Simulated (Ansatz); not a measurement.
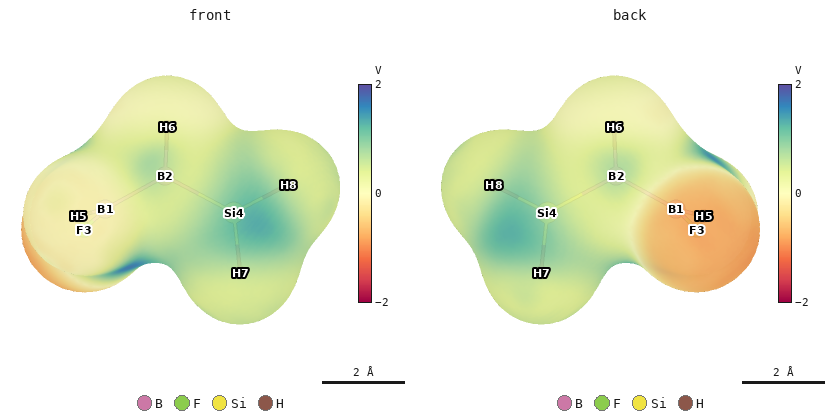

B$_{2}$FH$_{4}$Si (doublet). The molecular electrostatic potential painted on the density surface at 0.002 e/bohr³, seen from the front and from behind; red is negative and blue positive.

Geometry: r2SCAN-D4/def2-SVP.

Computed with isolated molecule in a Gaussian basis; Kohn-Sham density functional theory, functional PBE0 (Ansatz).

```csv
atom,x (Å),y (Å),z (Å)
B,-2.1010,-2.3731,0.6036
B,-1.4275,-0.8391,0.4568
F,-2.8234,-2.9456,-0.3604
Si,0.3191,-0.5257,-0.3042
H,-1.9542,-3.0437,1.6135
H,-1.9936,0.1409,0.8894
H,1.1971,-1.5924,-0.8667
H,0.9798,0.8074,-0.4118
```

**Where is the surface potential most negative and most positive?**

The most negative region (about −0.9 V, or −21 kcal/mol for a unit charge) lies over F3, the most positive (about +1.5 V, or +35 kcal/mol for a unit charge) over B1.
